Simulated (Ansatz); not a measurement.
Calculation: PBE (plane waves to 420 eV, PAW; Ansatz, an electronic-structure program).

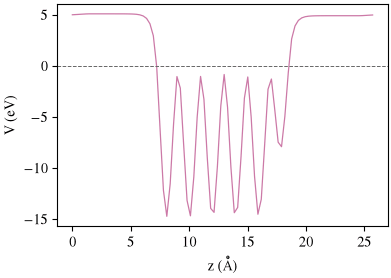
Planar average of the electrostatic potential across the slab, in eV from the Fermi level, for the (100) surface of fcc Pd, one row in 3 of the top plane missing (bottom of the slab: a bare face, its two planes held)

Set-up: 17 atoms, 9.9 Å thick at the start (thin: gaps and levels are the slab's own); mesh 13x5x1; 0.1 eV smearing; dipole correction on; 6 atoms held, the rest relaxed; symmetry of the start imposed; no spin, no spin-orbit, no U. It is one candidate, not shown to be the stable structure of the face.

The vacuum level lies 4.89 eV above the Fermi level over the top face and 5.08 eV above it under the bottom face.
